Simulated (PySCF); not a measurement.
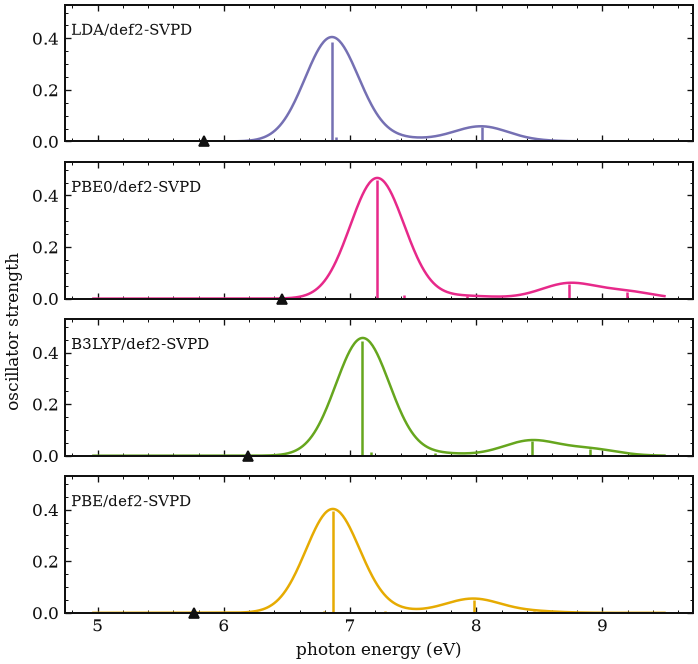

Vertical TDDFT spectra of C₄H₇F, SMILES C/C=C(\C)F at one geometry and several levels (PySCF 2.14.0, at a PBE0-D3(BJ)/def2-SVP geometry (no frequency check)); sticks with Gaussians of 1/e half-width 0.30 eV, the triangle marks S1, which has the same leading orbital pair at all these levels. Only the lowest states were computed, so the high end is incomplete.

### Order the levels by their S1 energy.

From lowest to highest: PBE/def2-SVPD 5.77 eV, LDA/def2-SVPD 5.84 eV, B3LYP/def2-SVPD 6.19 eV, PBE0/def2-SVPD 6.46 eV; a spread of 0.69 eV.

Limits of at least one run: core orbitals are frozen in the response; states above the negative HOMO energy depend on the basis.
